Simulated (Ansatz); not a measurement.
**Geometry relaxation of CH10O3Si3 (part 2 of 3)**

The same run, continued: CH10O3Si3; RKS BHLYP/STO-3G (Ansatz 0.2.0). It belongs to a series of runs on one base structure; here: start relaxed.

Geometry of the input (Å):
```
Si 0.0000  0.0000  0.0000
C  0.0000  0.0000  1.8700
H  -0.9996  -0.3092  2.2405
H  0.7676  -0.7111  2.2405
H  0.2320  1.0203  2.2405
O  1.5842  0.0000  -0.5594
Si 2.4906  -1.3762  -0.8866
H  1.6598  -2.3521  -1.5857
H  3.6318  -1.0202  -1.7249
H  2.9691  -1.9538  0.3660
O  -0.7913  1.3709  -0.5594
H  -1.7491  1.1401  -0.7818
O  -0.7913  -1.3709  -0.5594
Si -1.6730  -2.4329  0.3983
H  -1.2634  -2.2870  1.7920
H  -3.0964  -2.1323  0.2761
H  -1.4264  -3.8036  -0.0398
```

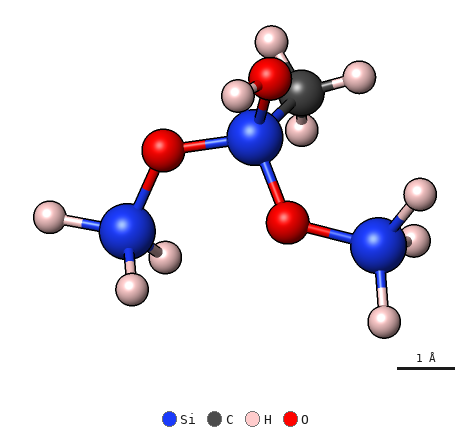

Fig. 1: The geometry at step 11 of the log (ball-and-stick view, seen at a tilt).

## Trajectory as extended XYZ, continued
```
17
Properties=species:S:1:pos:R:3:forces:R:3 step=4 energy=-30601.99641
Si   -0.0190   -0.0466    0.0648   -0.0865   0.1318   0.1501
C     0.0747    0.0965    1.9245    0.0707   0.2060  -0.0359
H    -0.9048    0.0482    2.3972    0.0349  -0.0195  -0.0589
H     0.6995   -0.6748    2.3695   -0.0132  -0.0100  -0.0094
H     0.5096    1.0615    2.1839   -0.0211  -0.0917   0.0425
O     1.4917   -0.0013   -0.5903   -0.0572  -0.0089  -0.0242
Si    2.4411   -1.3342   -0.8900    0.0311  -0.0268  -0.0148
H     1.7642   -2.3263   -1.6782    0.0328   0.0134  -0.0044
H     3.6008   -0.8815   -1.5997   -0.0128  -0.0165   0.0214
H     2.8579   -1.9588    0.3362   -0.0110  -0.0026  -0.0185
O    -0.8276    1.2993   -0.5531   -0.4128  -0.2857  -0.1256
H    -1.6628    0.9441   -1.0001    0.4553   0.1383   0.1620
O    -0.7683   -1.4191   -0.4361    0.0415  -0.0024  -0.1160
Si   -1.7151   -2.5068    0.3794   -0.0404  -0.0316   0.0164
H    -1.3320   -2.6332    1.7593   -0.0214  -0.0125  -0.0438
H    -3.0944   -2.1051    0.3257    0.0385  -0.0184   0.0277
H    -1.5711   -3.7799   -0.2663   -0.0284   0.0372   0.0313
17
Properties=species:S:1:pos:R:3:forces:R:3 step=5 energy=-30602.04244
Si   -0.0387   -0.0625    0.0819    0.1961   0.0931  -0.0199
C     0.1086    0.1133    1.9281   -0.0260   0.0385   0.0985
H    -0.8688    0.0846    2.4043    0.0133  -0.0041   0.0445
H     0.7168   -0.6745    2.3691   -0.0278   0.0214  -0.0229
H     0.5669    1.0662    2.1887   -0.0192  -0.0539  -0.0503
O     1.4545    0.0104   -0.6183   -0.0519  -0.0954  -0.0332
Si    2.4438   -1.3020   -0.8937   -0.0481   0.0192   0.0067
H     1.8389   -2.2696   -1.7654    0.0156   0.0052  -0.0084
H     3.6450   -0.8149   -1.5037   -0.0106   0.0046   0.0149
H     2.7843   -1.9712    0.3326   -0.0151   0.0073  -0.0114
O    -0.9112    1.2468   -0.5079   -0.1268  -0.0416   0.1113
H    -1.5707    0.8721   -1.1624    0.0643   0.0053  -0.0945
O    -0.7517   -1.4613   -0.4035    0.0415  -0.0518  -0.0574
Si   -1.7447   -2.5188    0.4005   -0.0300   0.0077   0.0182
H    -1.3324   -2.7229    1.7618    0.0002   0.0114  -0.0208
H    -3.1002   -2.0407    0.4077    0.0343  -0.0014   0.0146
H    -1.6961   -3.7730   -0.2931   -0.0100   0.0345   0.0102
17
Properties=species:S:1:pos:R:3:forces:R:3 step=6 energy=-30602.00042 accepted=F
Si   -0.0501   -0.0754    0.0982    0.2275  -0.0849  -0.0379
C     0.1256    0.1167    1.9375   -0.0279  -0.0354   0.1241
H    -0.8464    0.1005    2.4254    0.0193   0.0048   0.0474
H     0.7291   -0.6790    2.3725   -0.0360   0.0548  -0.0162
H     0.5993    1.0640    2.1873   -0.0111  -0.0325  -0.0435
O     1.4233    0.0189   -0.6437   -0.0729  -0.0541  -0.0216
Si    2.4381   -1.2784   -0.9008    0.0172  -0.0702  -0.0379
H     1.8827   -2.2299   -1.8285    0.0603   0.0820   0.0704
H     3.6681   -0.7676   -1.4412   -0.1250  -0.0289   0.0548
H     2.7266   -1.9754    0.3268   -0.0310   0.0424  -0.0849
O    -0.9906    1.2037   -0.4516   -1.3926  -0.8820  -2.1863
H    -1.4693    0.8294   -1.3212    1.2780   1.0050   2.1332
O    -0.7291   -1.4964   -0.3776    0.0894  -0.0743  -0.0376
Si   -1.7606   -2.5243    0.4181   -0.0754   0.0103   0.0193
H    -1.3291   -2.7712    1.7678   -0.0270   0.0014  -0.0502
H    -3.0970   -1.9873    0.4627    0.1188  -0.0472   0.0066
H    -1.7760   -3.7662   -0.3048   -0.0115   0.1088   0.0604
17
Properties=species:S:1:pos:R:3:forces:R:3 step=7 energy=-30602.06913
Si   -0.0414   -0.0733    0.0880    0.0251   0.0740  -0.0165
C     0.1154    0.1087    1.9328   -0.0131   0.0350   0.0486
H    -0.8581    0.0862    2.4174    0.0114  -0.0006   0.0195
H     0.7236   -0.6795    2.3722   -0.0133   0.0140  -0.0144
H     0.5798    1.0604    2.1828   -0.0051  -0.0223  -0.0149
O     1.4380    0.0165   -0.6369   -0.0362  -0.0584  -0.0335
Si    2.4410   -1.2877   -0.9013   -0.0246  -0.0114   0.0087
H     1.8680   -2.2441   -1.8067    0.0157   0.0153  -0.0057
H     3.6583   -0.7856   -1.4662   -0.0165   0.0001   0.0145
H     2.7457   -1.9741    0.3252   -0.0104   0.0104  -0.0217
O    -0.9608    1.2153   -0.4780   -0.1588  -0.1288   0.0122
H    -1.5115    0.8527   -1.2362    0.1579   0.0781   0.0233
O    -0.7302   -1.4883   -0.3924    0.0872  -0.0430  -0.0457
Si   -1.7521   -2.5178    0.4129   -0.0338   0.0172   0.0011
H    -1.3393   -2.7331    1.7718   -0.0031   0.0015  -0.0081
H    -3.0945   -2.0039    0.4260    0.0328  -0.0077   0.0153
H    -1.7373   -3.7704   -0.2845   -0.0150   0.0265   0.0173
17
Properties=species:S:1:pos:R:3:forces:R:3 step=8 energy=-30602.08524
Si   -0.0467   -0.0814    0.0946   -0.0278   0.0313   0.0447
C     0.1180    0.1077    1.9382   -0.0085   0.0021   0.0069
H    -0.8524    0.0887    2.4289    0.0066   0.0004   0.0080
H     0.7269   -0.6809    2.3752   -0.0028   0.0066   0.0041
H     0.5865    1.0584    2.1815    0.0054   0.0017  -0.0027
O     1.4218    0.0213   -0.6502   -0.0163  -0.0327  -0.0392
Si    2.4338   -1.2787   -0.9069   -0.0001  -0.0205  -0.0103
H     1.8802   -2.2305   -1.8297    0.0143   0.0256   0.0084
H     3.6592   -0.7696   -1.4491   -0.0352   0.0045   0.0175
H     2.7245   -1.9718    0.3195   -0.0221   0.0132  -0.0256
O    -1.0063    1.1897   -0.4435   -0.4398  -0.3798  -0.7104
H    -1.4412    0.8561   -1.3037    0.4473   0.3673   0.6903
O    -0.7111   -1.5100   -0.3858    0.0956  -0.0506  -0.0110
Si   -1.7547   -2.5192    0.4196   -0.0338   0.0148   0.0074
H    -1.3424   -2.7426    1.7772   -0.0024  -0.0004  -0.0037
H    -3.0886   -1.9838    0.4388    0.0362  -0.0021   0.0051
H    -1.7627   -3.7714   -0.2778   -0.0166   0.0184   0.0106
17
Properties=species:S:1:pos:R:3:forces:R:3 step=9 energy=-30602.13331
Si   -0.0487   -0.1247    0.1100    0.0483  -0.0741  -0.0071
C     0.1215    0.1100    1.9471   -0.0129   0.0059   0.0022
H    -0.8489    0.0933    2.4381    0.0072   0.0105   0.0093
H     0.7361   -0.6629    2.4033    0.0040   0.0015  -0.0135
H     0.5816    1.0701    2.1673    0.0045   0.0093   0.0058
O     1.3906    0.0153   -0.6813    0.0235   0.0574   0.0001
Si    2.4410   -1.2531   -0.9362   -0.0139  -0.0261  -0.0102
H     1.9429   -2.1857   -1.9079    0.0111   0.0084   0.0039
H     3.6684   -0.6958   -1.4217   -0.0075   0.0009   0.0040
H     2.7102   -1.9730    0.2786   -0.0145   0.0001  -0.0193
O    -1.0681    1.0943   -0.4154   -0.2244  -0.0356  -0.2278
H    -1.3368    0.8745   -1.3605    0.1742   0.0731   0.2293
O    -0.6193   -1.6102   -0.3223   -0.0028  -0.0573   0.0114
Si   -1.7764   -2.5275    0.4436   -0.0005   0.0236   0.0133
H    -1.4233   -2.7776    1.8132   -0.0137  -0.0083  -0.0015
H    -3.0637   -1.8890    0.4249    0.0265   0.0040  -0.0051
H    -1.8625   -3.7759   -0.2539   -0.0092   0.0070   0.0053
17
Properties=species:S:1:pos:R:3:forces:R:3 step=10 energy=-30602.16575
Si   -0.0508   -0.1605    0.1327    0.0119   0.0154   0.0609
C     0.1020    0.1255    1.9655   -0.0493   0.0161  -0.0747
H    -0.8736    0.1362    2.4465    0.0137  -0.0043   0.0151
H     0.7018   -0.6461    2.4425   -0.0013   0.0052   0.0209
H     0.5744    1.0844    2.1649    0.0056  -0.0066   0.0043
O     1.3813    0.0355   -0.6633    0.0045   0.0003  -0.0303
Si    2.4227   -1.2328   -0.9696    0.0235   0.0007  -0.0121
H     1.9327   -2.1134   -1.9909   -0.0155   0.0073  -0.0168
H     3.6566   -0.6585   -1.4166    0.0035  -0.0006   0.0004
H     2.6768   -2.0106    0.2106   -0.0029  -0.0102   0.0052
O    -1.1403    0.9829   -0.4277   -0.0273  -0.0301  -0.0979
H    -1.1522    0.9096   -1.4290    0.0305   0.0199   0.1073
O    -0.5273   -1.6965   -0.2460    0.0442   0.0160   0.0232
Si   -1.7668   -2.5440    0.4743   -0.0345  -0.0181  -0.0224
H    -1.4703   -2.8356    1.8489   -0.0044   0.0015   0.0021
H    -3.0065   -1.8202    0.4284    0.0027   0.0002   0.0064
H    -1.9159   -3.7737   -0.2441   -0.0048  -0.0126   0.0085
17
Properties=species:S:1:pos:R:3:forces:R:3 step=11 energy=-30602.14634 accepted=F
Si   -0.0309   -0.1734    0.1448   -0.2441  -0.0404  -0.1753
C     0.0799    0.1338    1.9683    0.2664  -0.0166   0.2261
H    -0.8920    0.1378    2.4526   -0.1104   0.0233  -0.0873
H     0.6831   -0.6218    2.4665    0.0208  -0.0281  -0.0128
H     0.5466    1.0950    2.1659   -0.0153   0.0628   0.0041
O     1.3902    0.0349   -0.6685    0.0012   0.1017   0.0952
Si    2.4297   -1.2328   -0.9893   -0.1139  -0.0130   0.0616
H     1.9104   -2.0875   -2.0176    0.0794  -0.0142  -0.0608
H     3.6669   -0.6536   -1.4216   -0.0050  -0.0384  -0.0281
H     2.6687   -2.0316    0.1809    0.0355   0.0063  -0.0231
O    -1.1601    0.9271   -0.4229    0.0324   0.0208   0.1314
H    -1.1193    0.9089   -1.4209    0.0381  -0.0119  -0.1546
O    -0.4730   -1.7240   -0.2177   -0.0487  -0.0924  -0.0912
Si   -1.7608   -2.5441    0.4513    0.0996   0.0864   0.4577
H    -1.5022   -2.8274    1.8321    0.0947  -0.1061   0.0736
H    -2.9685   -1.7682    0.4584   -0.0609  -0.0576  -0.2929
H    -1.9241   -3.7909   -0.2356   -0.0697   0.1173  -0.1236
17
Properties=species:S:1:pos:R:3:forces:R:3 step=12 energy=-30602.16914
Si   -0.0462   -0.1636    0.1437    0.0034   0.0091   0.0173
C     0.0971    0.1371    1.9733   -0.0320   0.0065  -0.0207
H    -0.8802    0.1554    2.4509    0.0138  -0.0017   0.0015
H     0.6915   -0.6330    2.4601   -0.0049   0.0077   0.0129
H     0.5734    1.0950    2.1682    0.0020  -0.0003   0.0011
O     1.3862    0.0380   -0.6514    0.0022  -0.0021  -0.0182
Si    2.4173   -1.2340   -0.9796    0.0129   0.0012  -0.0082
H     1.9183   -2.0924   -2.0157   -0.0098   0.0085  -0.0126
H     3.6546   -0.6610   -1.4188    0.0029  -0.0023  -0.0008
H     2.6678   -2.0333    0.1871   -0.0029  -0.0073  -0.0013
O    -1.1462    0.9639   -0.4292   -0.0130  -0.0298  -0.0927
H    -1.1322    0.9026   -1.4312    0.0226   0.0162   0.1033
O    -0.5042   -1.7082   -0.2246    0.0291   0.0161   0.0222
Si   -1.7616   -2.5483    0.4746   -0.0203  -0.0169  -0.0115
H    -1.4871   -2.8429    1.8531   -0.0051   0.0020   0.0029
H    -2.9956   -1.8161    0.4122    0.0021  -0.0001   0.0006
H    -1.9084   -3.7772   -0.2458   -0.0030  -0.0069   0.0043
17
Properties=species:S:1:pos:R:3:forces:R:3 step=13 energy=-30602.17498
Si   -0.0303   -0.1693    0.1737   -0.0295  -0.0083  -0.0547
C     0.0856    0.1684    1.9965    0.0155  -0.0130   0.0700
H    -0.8981    0.2019    2.4602    0.0074   0.0040  -0.0196
H     0.6676   -0.5946    2.5104   -0.0162   0.0236  -0.0166
H     0.5656    1.1267    2.1801   -0.0037   0.0065  -0.0025
O     1.4037    0.0425   -0.6180    0.0301  -0.0426   0.0014
Si    2.4048   -1.2396   -1.0077   -0.0421  -0.0233   0.0050
H     1.8805   -2.0347   -2.0846    0.0205   0.0424   0.0456
H     3.6528   -0.6730   -1.4256   -0.0058  -0.0059  -0.0016
H     2.6444   -2.0990    0.1205   -0.0132   0.0306  -0.0549
O    -1.1522    0.9215   -0.4300    0.0133  -0.0411   0.0888
H    -1.0990    0.8707   -1.4280    0.0189   0.0072  -0.0726
O    -0.4466   -1.7329   -0.1688   -0.0475  -0.0045   0.0307
Si   -1.7477   -2.5576    0.4737    0.0251   0.0263   0.0261
H    -1.5367   -2.8504    1.8652   -0.0096   0.0053  -0.0390
H    -2.9703   -1.8111    0.3581    0.0286  -0.0091  -0.0092
H    -1.8795   -3.7874   -0.2487    0.0083   0.0018   0.0032
17
Properties=species:S:1:pos:R:3:forces:R:3 step=14 energy=-30602.17409 accepted=F
Si   -0.0116   -0.1812    0.2155   -0.0204  -0.0436  -0.0324
C     0.0650    0.2083    2.0311    0.0229  -0.0423   0.0726
H    -0.9297    0.2608    2.4698    0.0203  -0.0035  -0.0276
H     0.6306   -0.5429    2.5810   -0.0327   0.0449  -0.0350
H     0.5457    1.1694    2.1986   -0.0033  -0.0034  -0.0100
O     1.4277    0.0465   -0.5642    0.0988  -0.1439  -0.0196
Si    2.3806   -1.2467   -1.0488   -0.1364  -0.0645   0.0225
H     1.8166   -1.9466   -2.1770    0.0702   0.1010   0.1508
H     3.6427   -0.6924   -1.4418   -0.0162  -0.0139  -0.0015
H     2.6035   -2.1933    0.0163   -0.0214   0.1193  -0.1335
O    -1.1582    0.8606   -0.4324    0.1140  -0.0338  -0.5784
H    -1.0150    0.8549   -1.4355   -0.0911   0.0062   0.5766
O    -0.3734   -1.7682   -0.0939   -0.1388   0.0255   0.0625
Si   -1.7249   -2.5727    0.4778    0.0625   0.0638   0.0702
H    -1.6009   -2.8516    1.8855   -0.0111   0.0263  -0.1155
H    -2.9310   -1.8117    0.2807    0.0845  -0.0553  -0.0069
H    -1.8232   -3.8112   -0.2358   -0.0017   0.0172   0.0050
17
Properties=species:S:1:pos:R:3:forces:R:3 step=15 energy=-30602.17762
Si   -0.0248   -0.1792    0.1912    0.1358  -0.0455   0.0958
C     0.0714    0.1828    2.0123   -0.0184   0.0371  -0.0693
H    -0.9186    0.2161    2.4588   -0.0406   0.0037   0.0347
H     0.6499   -0.5693    2.5407    0.0355  -0.0417   0.0434
H     0.5420    1.1473    2.1893   -0.0031  -0.0121  -0.0107
O     1.4193    0.0371   -0.5815   -0.1107   0.0780   0.0322
Si    2.3931   -1.2410   -1.0278    0.0740  -0.0030  -0.0261
H     1.8415   -1.9915   -2.1158   -0.0327  -0.0377  -0.0722
H     3.6418   -0.6797   -1.4500   -0.0017   0.0036  -0.0017
H     2.6391   -2.1371    0.0633    0.0170  -0.0539   0.0549
O    -1.1518    0.8869   -0.4355   -0.0210   0.0546  -0.0850
H    -1.0265    0.8801   -1.4297   -0.0380   0.0307  -0.0074
O    -0.4254   -1.7484   -0.1375    0.0963   0.0520  -0.0065
Si   -1.7379   -2.5639    0.4812   -0.0596  -0.0568  -0.0401
H    -1.5660   -2.8433    1.8774    0.0074  -0.0062   0.0504
H    -2.9513   -1.8145    0.3231   -0.0366   0.0028  -0.0011
H    -1.8511   -3.8004   -0.2327   -0.0036  -0.0054   0.0086
17
Properties=species:S:1:pos:R:3:forces:R:3 step=16 energy=-30602.18151
Si   -0.0119   -0.1808    0.2139    0.0141  -0.0090   0.0401
C     0.0600    0.2011    2.0321   -0.0146   0.0115  -0.0335
H    -0.9362    0.2430    2.4667   -0.0006  -0.0012   0.0052
H     0.6311   -0.5457    2.5788    0.0023  -0.0036   0.0050
H     0.5308    1.1666    2.2016    0.0008  -0.0015   0.0038
O     1.4358    0.0378   -0.5500    0.0035  -0.0188   0.0017
Si    2.3820   -1.2471   -1.0488   -0.0044  -0.0052  -0.0101
H     1.8060   -1.9490   -2.1614   -0.0019   0.0107   0.0169
H     3.6353   -0.6918   -1.4656   -0.0013   0.0031  -0.0004
H     2.6275   -2.1859    0.0101   -0.0082   0.0049  -0.0141
O    -1.1445    0.8693   -0.4392    0.0375  -0.0015  -0.0878
H    -0.9972    0.8670   -1.4319   -0.0297   0.0109   0.0709
O    -0.3916   -1.7587   -0.1024   -0.0048   0.0139   0.0138
Si   -1.7273   -2.5693    0.4813   -0.0153  -0.0208  -0.0108
H    -1.6003   -2.8324    1.8879   -0.0031   0.0123  -0.0114
H    -2.9395   -1.8263    0.2733    0.0207  -0.0122   0.0033
H    -1.8153   -3.8157   -0.2195    0.0049   0.0064   0.0075
17
Properties=species:S:1:pos:R:3:forces:R:3 step=17 energy=-30602.18235
Si    0.0055   -0.1854    0.2450   -0.0364   0.0045   0.0290
C     0.0405    0.2253    2.0585   -0.0032  -0.0182  -0.0143
H    -0.9644    0.2737    2.4733    0.0174  -0.0051  -0.0114
H     0.6013   -0.5129    2.6285   -0.0151   0.0176  -0.0132
H     0.5077    1.1936    2.2224    0.0013  -0.0022  -0.0010
O     1.4638    0.0342   -0.4981    0.0963  -0.1111  -0.0411
Si    2.3654   -1.2537   -1.0799   -0.1236  -0.0352   0.0317
H     1.7428   -1.8851   -2.2149    0.0563   0.0664   0.0984
H     3.6237   -0.7086   -1.4953   -0.0057  -0.0049  -0.0057
H     2.6072   -2.2544   -0.0734   -0.0137   0.0842  -0.0782
O    -1.1276    0.8444   -0.4441    0.0843  -0.0177  -0.1888
H    -0.9384    0.8562   -1.4321   -0.0581  -0.0008   0.1940
O    -0.3514   -1.7721   -0.0578   -0.0602   0.0080   0.0201
Si   -1.7103   -2.5790    0.4819   -0.0128   0.0240   0.0510
H    -1.6483   -2.8020    1.9028   -0.0020   0.0080  -0.0938
H    -2.9180   -1.8482    0.2012    0.0768  -0.0503  -0.0013
H    -1.7548   -3.8440   -0.1912   -0.0015   0.0329   0.0243
17
Properties=species:S:1:pos:R:3:forces:R:3 step=18 energy=-30602.18423
Si    0.0060   -0.1835    0.2447   -0.0074   0.0123   0.0203
C     0.0416    0.2232    2.0584   -0.0034  -0.0064  -0.0188
H    -0.9633    0.2708    2.4723    0.0053  -0.0011  -0.0005
H     0.6015   -0.5165    2.6267   -0.0056   0.0068  -0.0040
H     0.5093    1.1909    2.2247   -0.0007  -0.0044  -0.0016
O     1.4661    0.0334   -0.4966    0.0370  -0.0641  -0.0051
Si    2.3633   -1.2548   -1.0777   -0.0492   0.0025   0.0014
H     1.7393   -1.8840   -2.2097    0.0210   0.0192   0.0492
H     3.6204   -0.7121   -1.4995    0.0002  -0.0018   0.0006
H     2.6089   -2.2508   -0.0709   -0.0107   0.0318  -0.0399
O    -1.1226    0.8515   -0.4419    0.0531  -0.0159  -0.1103
H    -0.9450    0.8526   -1.4303   -0.0403   0.0056   0.1083
O    -0.3553   -1.7680   -0.0623   -0.0267   0.0217   0.0150
Si   -1.7100   -2.5765    0.4816   -0.0012  -0.0143   0.0000
H    -1.6482   -2.7935    1.9014   -0.0107   0.0163  -0.0394
H    -2.9189   -1.8556    0.1893    0.0361  -0.0191   0.0129
H    -1.7487   -3.8452   -0.1831    0.0032   0.0110   0.0121
```
